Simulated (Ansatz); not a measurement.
**CH6GaNO (SMILES [CH3][Ga]([NH2])[OH]): density, localisation and related maps**

Input file:

```
crystal:
  periodic: [false, false, false]
  atoms:
    - {symbol: C, position_ang: [-1.438410, 0.605253, -0.277651]}
    - {symbol: Ga, position_ang: [0.382189, -0.085393, -0.099236]}
    - {symbol: N, position_ang: [1.049164, -0.960136, 1.336814]}
    - {symbol: O, position_ang: [1.627092, 0.080238, -1.383240]}
    - {symbol: H, position_ang: [-1.933242, 0.156438, -1.141416]}
    - {symbol: H, position_ang: [-2.031211, 0.388201, 0.611849]}
    - {symbol: H, position_ang: [-1.422161, 1.686869, -0.427022]}
    - {symbol: H, position_ang: [1.996285, -1.294766, 1.376972]}
    - {symbol: H, position_ang: [0.532612, -1.165880, 2.172900]}
    - {symbol: H, position_ang: [1.320784, 0.538174, -2.167068]}
basis:
  gaussian: {orbitals: def2-TZVPP}
hamiltonian: {xc: pbe0, dispersion: d4}
output: {orbitals: {seedname: orbitals}}
```

Run with:

```sh
ansatz run in.yaml --threads 4 --pin off --events-out ev --progress --plain --max-ram 10444MiB
```

Geometry: PBE0-D4/def2-TZVP.

Level of theory: RKS PBE0-D4/def2-TZVPP in Ansatz.

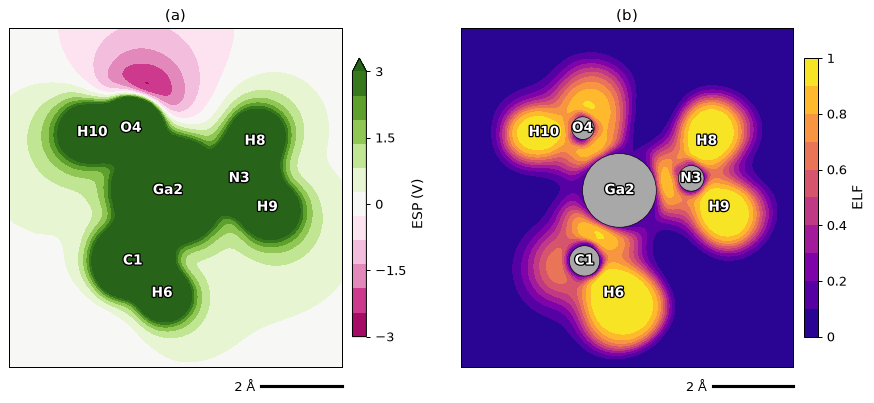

Figure 1. (a) molecular electrostatic potential; (b) electron localisation function on the plane of atoms Ga2, N3 and H9. Grey discs cover the atomic cores in the ELF map.

Q: Describe what can be read from this map.

A:
- The plane passes through C, Ga, N, O and H nuclei.
- Ga–O (1.80 Å): the ELF peaks at about 0.85 in the valence shell of O, 0.6 Å from its nucleus, and is about 0.25 at the midpoint.
- Ga–N (1.81 Å): the ELF peaks at about 0.85 in the valence shell of N, 0.6 Å from its nucleus, and is about 0.35 at the midpoint.
- C–Ga (1.96 Å): the ELF peaks at about 0.90 in the valence shell of C, 0.7 Å from its nucleus, and is about 0.55 at the midpoint.
- O–H (0.96 Å): the ELF climbs to about 1 towards the hydrogen, as it does in any bond to H: an ordinary covalent bond to hydrogen.
- N–H (1.00 Å): the ELF climbs to about 1 towards the hydrogen; a covalent bond by its length.
- The ELF also peaks beside O4, away from the bonds: lone-pair regions.
- Outside the dense part of the molecule the potential is most negative (−2.5 V) near O4.

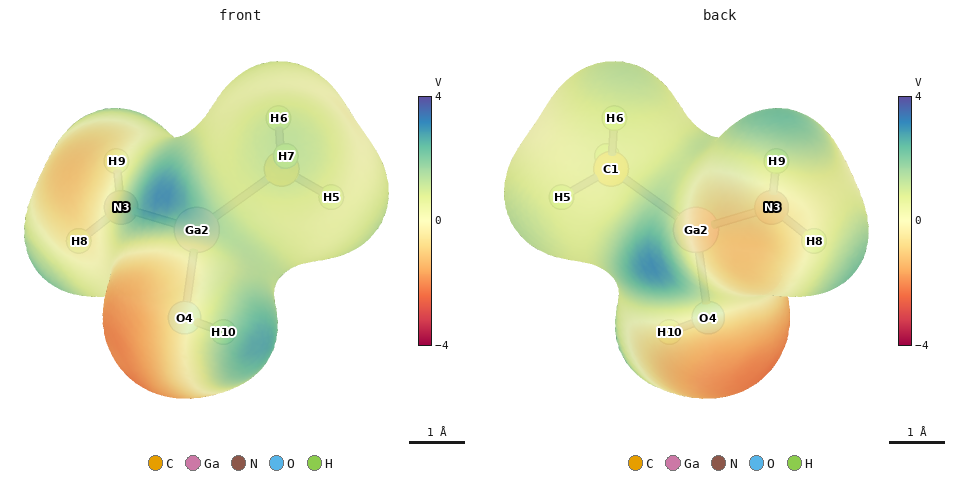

Figure 2. The molecular electrostatic potential painted on the density surface at 0.004 e/bohr³, seen from the front and from behind; the colour scale runs from red (negative) to blue (positive).

Q: Where is the surface potential most negative and most positive?

A: The most negative region (about −2.1 V, or −48 kcal/mol for a unit charge) lies over O4, the most positive (about +3.1 V, or +71 kcal/mol for a unit charge) over Ga2. O4 is the likeliest acceptor of a hydrogen bond.

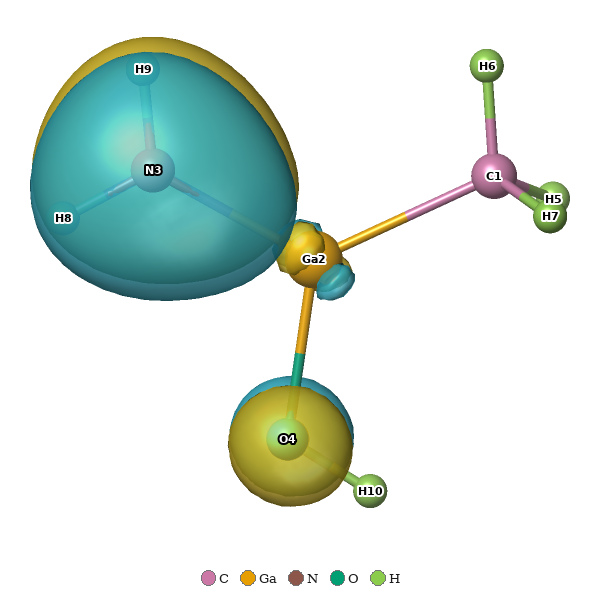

Figure 3. The HOMO at ±0.1 Å⁻³ᐟ² (yellow and cyan are the two phases), seen across its widest extent.

Q: Where does this orbital lie, and at what energy?

A: It lies mainly on N3 (about 70 %), Ga2 (about 10 %) and O4 (about 5 %); largely a lone pair of N3. Its energy is −7.08 eV.
